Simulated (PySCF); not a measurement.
SMILES CB(C)[SiH2][SiH](C)C at its GFN2-xTB optimised geometry (Å):

```
22

Si    -1.2878    -1.5981    -2.0494
C     -0.3375    -0.8534    -3.5233
C     -3.1448    -1.2561    -2.3193
Si    -0.5826    -0.7231     0.0000
B     -1.3923    -1.7107     1.4814
C     -0.7183    -3.0259     2.0318
C     -2.7837    -1.2718     2.0803
H     -1.1245    -3.0671    -2.1405
H     -0.4489     0.2268    -3.5551
H     -0.6855    -1.2482    -4.4741
H      0.7239    -1.0683    -3.4466
H     -3.3573    -0.1910    -2.2895
H     -3.7455    -1.7304    -1.5484
H     -3.4904    -1.6309    -3.2785
H      0.8958    -0.7231     0.0000
H     -0.8958     0.7231     0.0000
H      0.3692    -2.9799     2.0647
H     -0.9614    -3.8391     1.3438
H     -1.0730    -3.3368     3.0135
H     -3.4199    -0.7401     1.3742
H     -2.5946    -0.5720     2.8975
H     -3.3619    -2.0897     2.5091
```

Calculation: B3LYP/def2-SVP run with PySCF. Cells within 0.4 Å of a nucleus heavier than hydrogen are left out (blank, or x).

Map of the Laplacian of the electron density (e/bohr⁵), clipped to [-1.50, 1.50] on the plane z = 0.0 Å:

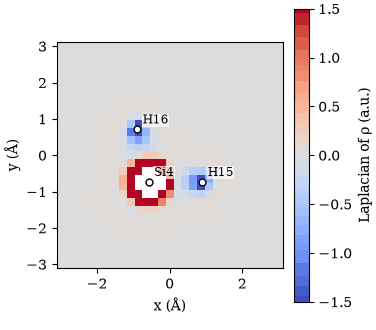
Laplacian of the electron density (e/bohr⁵), clipped to [-1.50, 1.50] on the plane z = 0.0 Å.
